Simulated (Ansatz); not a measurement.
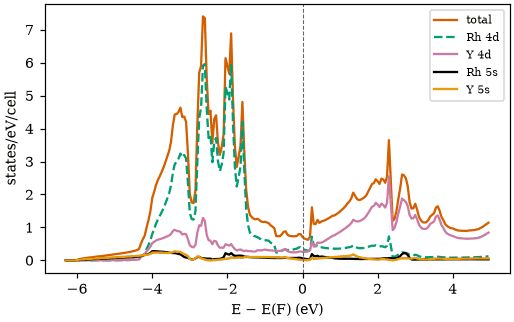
Fig. 1. Total and projected density of states of YRh (CsCl type, space group No. 221), LDA (plane waves, PAW; program Ansatz)

**Question.** Which orbitals carry the states next to the Fermi level?

**Answer.** Within 0.5 eV of the Fermi level: Rh 4d 42 %, Y 4d 38 %, Rh 5s 10 %, Y 5s 5 %. Projections are on Löwdin-orthogonalised atomic valence shells; empty p or d shells of many metals are not among them.

**Question.** Where is the tallest occupied peak in this window, and what makes it?

**Answer.** Near -2.6 eV, about 7.4 states/eV per cell; the largest projected share is Rh 4d.

Space group Pm-3m (CsCl type). The workflow started from a Materials Project entry (that database holds measured and hypothetical structures alike); the Crystallography Open Database files this formula in space group No. 221, but the cells were not matched. Its standing as an ambient phase is unchecked. The LDA relaxation kept the symmetry of its start; of distortions, only those at the zone centre were tested. No spin polarisation was allowed. Scalar-relativistic: spin–orbit coupling is off unless named, which matters more the heavier the elements.

Potentials: the later of the program's two PAW sets.
